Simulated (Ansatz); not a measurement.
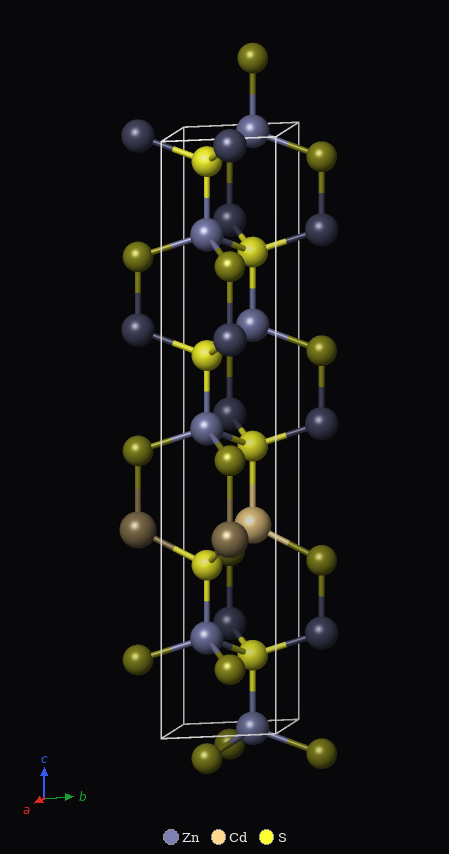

Structure drawing (ball-and-stick), viewed slightly off an axis. The outline marks the conventional unit cell. Neighbours across the faces are drawn wherever a bond reaches them, in fainter colours.

Zn₅CdS₆, space group P3m1 (No. 156), a = 3.894 Å, b = 3.894 Å, c = 19.277 Å, α = 90.00°, β = 90.00°, γ = 120.00°. Starting structure: a structure type filled with these elements by a generator (whether the compound takes this form wasn't checked). Earlier steps of the study, as a rule a relaxation of our own, may have changed the cell and positions, so they can lie some per cent off the listed ones. Ansatz was used for an electronic-structure calculation on it.

This one geometry was computed with Ansatz (DFT, plane waves, PAW) at three levels of theory: r2SCAN, PBE and LDA.

Question: Which level gives the highest pressure at this volume, and what does that say about its equilibrium volume?

Answer: Highest: PBE (0.0 GPa), which points to the largest equilibrium volume. Lowest, with the smallest volume: LDA (-5.7 GPa). Levels within 0.5 GPa of each other can't be told apart.

Question: How does the band gap change with the level of theory?

Answer: LDA: a gap of 1.33 eV, direct; PBE: a gap of 1.58 eV, direct; r2SCAN: a gap of 2.09 eV, direct.

Question: Collect the results in a table.

Answer:
| level | cutoff (eV) | k-mesh of the run's cell | gap (eV) | pressure (GPa) |
| --- | --- | --- | --- | --- |
| r2SCAN | 500 | 12×12×2 | 2.09 | -2.0 |
| PBE | 420 | 12×12×2 | 1.58 | 0.0 |
| LDA | 420 | 12×12×2 | 1.33 | -5.7 |

Gaps are taken on the k-mesh or band path of each run.
